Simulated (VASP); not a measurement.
Band structure of PdB (relaxed from the CsCl type structure, space group Pm-3m). Calculation: PBEsol GGA, VASP's PBE PAW potentials (set 64) (plane waves; VASP).

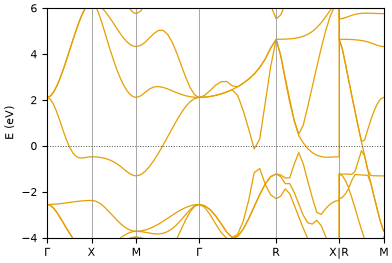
Fig. 1. Bands along high-symmetry lines, zero at the valence-band maximum or, without a gap, the Fermi level

### Question
Read the plot: is there a gap, and where are the band edges?

### Answer
It has no gap at this level: it comes out as a metal or semimetal. (Edges off the drawn lines would not show.)

The structure was generated: PdB was put into the CsCl type type (Pm-3m), which need not be its known phase. It was relaxed first, which changed the volume by -15 %. The electron count is odd and the run is not spin-polarised, which forces a metal.
